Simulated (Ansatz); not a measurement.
## Electronic structure of AlFH4O2Si in real space

Input file:

```
crystal:
  periodic: [false, false, false]
  atoms:
    - { symbol: Al, position_ang: [0.0, 0.0, 0.0] }
    - { symbol: F, position_ang: [0.0, 0.0, 1.69] }
    - { symbol: O, position_ang: [1.5415, 0.0, -0.89] }
    - { symbol: Si, position_ang: [2.3874, -1.376, -1.352] }
    - { symbol: H, position_ang: [1.4599, -2.3514, -1.9176] }
    - { symbol: H, position_ang: [3.3882, -1.0195, -2.3535] }
    - { symbol: H, position_ang: [3.0504, -1.9546, -0.187] }
    - { symbol: O, position_ang: [-1.5415, 0.0, -0.89] }
    - { symbol: H, position_ang: [-2.0512, -0.8467, -0.6815] }
basis:
  gaussian: { orbitals: "6-31G" }
hamiltonian:
  xc: b3lyp
  dispersion: d4
relax:
  f_tol: 0.02
  max_steps: 40
output:
  orbitals: {}
```

Launched as:

```sh
ansatz run input.yaml --threads 1 --pin off --max-ram 2048MiB --backend cpu --events-out ev --progress --plain --runs-dir out
```

The fields are those of the run's last geometry, not of the input's.

Theory: RKS B3LYP-D4/6-31G (Ansatz 0.2.0).

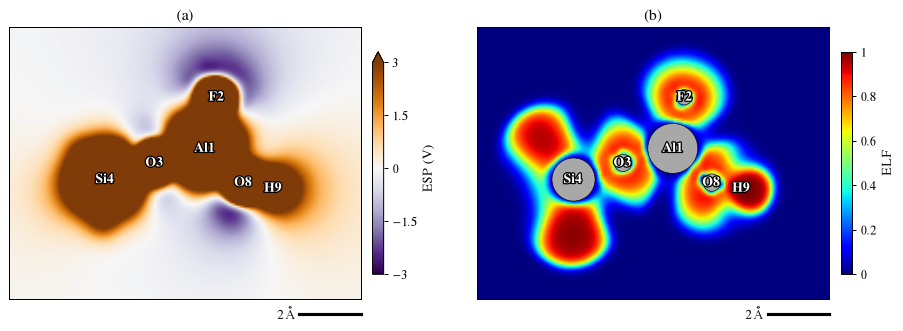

Figure 1. (a) electrostatic potential; (b) ELF on the plane of atoms O3, Al1 and O8. Grey discs cover the atomic cores in the ELF map.

### What do the fields say about this system?

Atoms in the plane: Al, F, O, Si and H. Al–O (1.68 Å): the ELF peaks at about 0.85 in the valence shell of O, 0.6 Å from its nucleus, and is about 0.30 at the midpoint. Si–O (1.69 Å): the ELF peaks at about 0.85 between the atoms, as expected for a polar covalent bond. Al–F (1.70 Å): the ELF peaks at about 0.85 in the valence shell of F, 0.6 Å from its nucleus, and is about 0.30 at the midpoint. O–H (0.95 Å): the ELF climbs to about 1 towards the hydrogen, as it does in any bond to H; a covalent bond by its length. The ELF also peaks beside O8, O3 and F2, away from the bonds: lone-pair regions. Outside the dense part of the molecule the potential is most negative (−2.5 V) near F2.

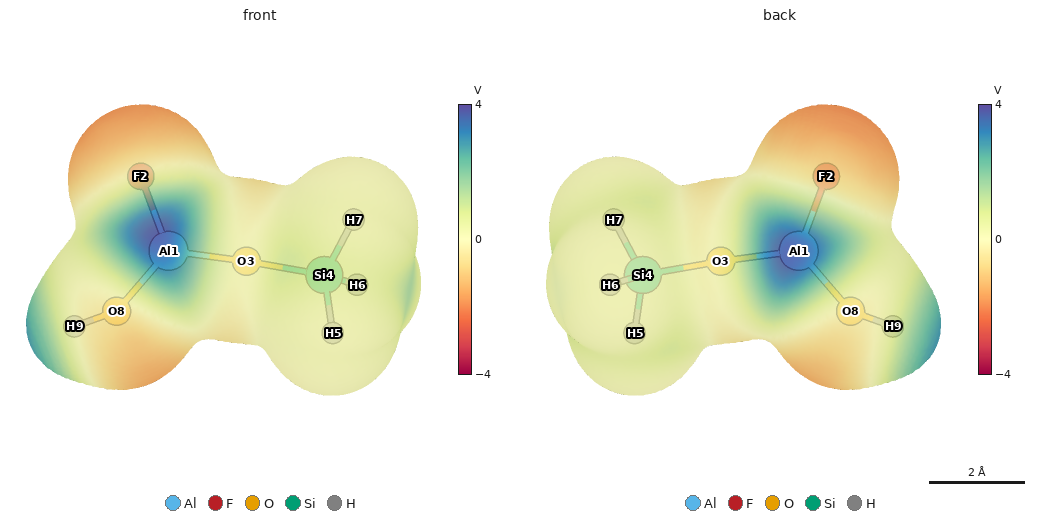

Figure 2. The electrostatic potential painted on the density surface at 0.002 e/bohr³, seen from the front and from behind; the colour scale runs from red (negative) to blue (positive).

### Where is the surface potential most negative and most positive?

The most negative region (about −1.9 V) lies over F2, the most positive (about +3.8 V) over Al1.

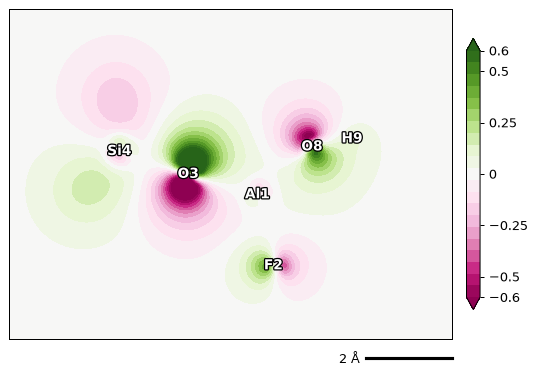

Figure 3. One frontier orbital on the plane of atoms F2, Al1 and O8 (values in Å⁻³ᐟ²; the overall sign is arbitrary).

### Which orbital is it: HOMO or LUMO?

The HOMO, at −8.31 eV. Its weight (Hirshfeld) is mainly on O3 (about 50 %), O8 (about 10 %), H5 (about 10 %) and H7 (about 10 %).
